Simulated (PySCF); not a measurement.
# Cl2Pb (Pb(Cl)2): the cost of one run

The runs use PySCF 2.14.0; PBE0, Pb def2-SVP with ECP60, Cl def2-SVP; scalar-relativistic core potentials, no spin–orbit coupling.

2 further runs of the same task are left out: 2 for a known fault of the program.

## (1) The starting structure

3 atoms, charge 0, spin multiplicity 1.

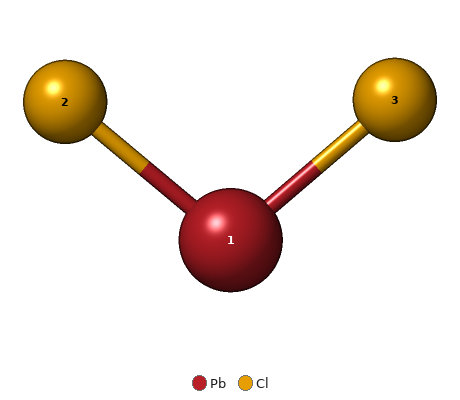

The structure; lead red, chlorine amber; atoms are numbered from 1 in the order of the file.

Geometry (Å):

```
Pb    0.0000    0.0000   -0.6289
Cl    1.8962    0.0000    0.9743
Cl   -1.8962    0.0000    0.9743
```

Formal oxidation states: Pb +2. An earlier session relaxed this geometry at PBE0, Pb def2-SVP with ECP60, Cl def2-SVP (singlet, point group C2v).

Its energy there is -1112.789325 Eh.

## (2) Multiplicity 3 at the relaxed geometry

Contents of run.py (the lines that set the calculation):

```python
mol = gto.M(atom='''
Pb     0.00000     0.00000    -0.62890
Cl     1.89615     0.00000     0.97426
Cl    -1.89615     0.00000     0.97426''',
    basis={'Pb': 'def2-SVP', 'Cl': 'def2-SVP'},
    ecp={'Pb': 'def2-SVP'},
    charge=0, spin=2)
mf = dft.UKS(mol, xc='PBE0')
mf.grids.atom_grid = (50, 194)
mf = mf.density_fit()  # fitting sets: Pb def2-universal-JKFIT, Cl def2-universal-JKFIT
mf.conv_tol = 1e-08; mf.max_cycle = 55
mf.kernel(dm0)  # dm0: free metal ions and neutral atoms
```

On the command line:

```bash
$ OMP_NUM_THREADS=2 python run.py
```

**Question.** How long does this run take on 2 threads of Arm Neoverse V1, shared host?

About 1.5 s.
